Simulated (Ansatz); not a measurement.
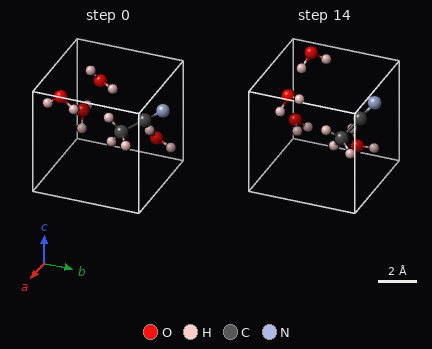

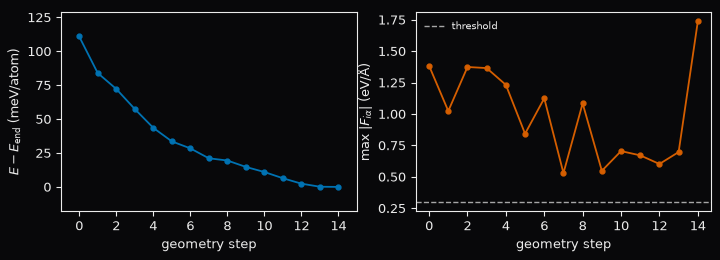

First and last geometry of a relaxation of an amorphous cell of composition H$_{11}$C$_{2}$NO$_{4}$, with the history of the run. Style: ball-and-stick. Shown: the cell of the calculation, from a free direction.

The cell holds 4 H2O + 1 CH3CN. The run prepares the start of a later molecular dynamics calculation, from a guessed geometry.

Theory: DFT PBE-D3(BJ), scalar-relativistic, plane waves, PAW (Ansatz).

Input
```yaml
accuracy: low
crystal:
  lattice:
    - [6.106434, 0.0, 0.0]
    - [0.0, 6.106434, 0.0]
    - [0.0, 0.0, 6.106434]
  atoms:
    - { symbol: O, position: [0.4771939, 0.4189099, 0.9252925] }
    - { symbol: H, position: [0.5496666, 0.3572549, 1.0521969] }
    - { symbol: H, position: [0.5431355, 0.5622809, 0.9093299] }
    - { symbol: O, position: [0.920131, 0.2300834, 0.9587033] }
    - { symbol: H, position: [0.9237309, 0.3538002, 0.8595089] }
    - { symbol: H, position: [0.9111402, 0.104159, 0.8626795] }
    - { symbol: O, position: [0.0263054, 0.7604178, 0.1865359] }
    - { symbol: H, position: [0.1227377, 0.7345562, 0.3097849] }
    - { symbol: H, position: [0.0599397, 0.9088861, 0.1419911] }
    - { symbol: O, position: [0.1397232, 0.1132592, 0.3837278] }
    - { symbol: H, position: [0.2100617, 0.1327953, 0.2429116] }
    - { symbol: H, position: [-0.0130392, 0.0906701, 0.3475099] }
    - { symbol: C, position: [0.8161057, 0.756687, 0.6656635] }
    - { symbol: C, position: [0.627451, 0.8956139, 0.7140031] }
    - { symbol: "N", position: [0.475276, 1.0076768, 0.7529953] }
    - { symbol: H, position: [0.7797973, 0.6497191, 0.5271195] }
    - { symbol: H, position: [0.9579487, 0.8575864, 0.6249846] }
    - { symbol: H, position: [0.8560291, 0.6556391, 0.8076155] }
basis:
  ecutwfc: 420.0
kpoints:
  mp_grid: { grid: [1, 1, 1] }
hamiltonian:
  xc: pbe
  dispersion: d3bj
scf:
  occupations: { method: fermi_dirac, width: 0.05 }
  lower_state_search: "off"
relax:
  f_tol: 0.3
  max_steps: 15
  adjacent_minimum: "off"
output:
  write_density: true
  write_potential: true
  elf: true
  volumetric_format: npy
```

Launched with:
```bash
ansatz run input.yaml --threads 1 --pin off --max-ram 3072MiB --backend cpu --events-out ev --progress --plain --runs-dir out
```

Did the run converge, and what did it change?

Answer. The relaxation stopped without meeting its thresholds, so the last structure isn't shown to be converged. It used up its limit of 15 steps. The largest move is that of O1, 1.74 Å roughly along +c. Largest moves by element: O 1.74 Å, H 1.60 Å, C 0.67 Å, N 0.50 Å. The cell doesn't change. Some distances before and after: O7–H8 0.969 → 1.016 Å, O1–H3 0.969 → 0.996 Å, O10–H11 0.969 → 0.988 Å, C14–N15 1.178 → 1.163 Å. Bond angles that change, for instance: H5–O4–H6 104.0° → 106.9°. Over 14 geometry steps the energy falls by 111 meV per atom. The largest force component goes from 1.4 to 1.7 eV/Å.

Limits of the set-up: the program's low-accuracy preset was used; the periodic images lie only 6.1 Å apart, so the values are limited by the cell's size.
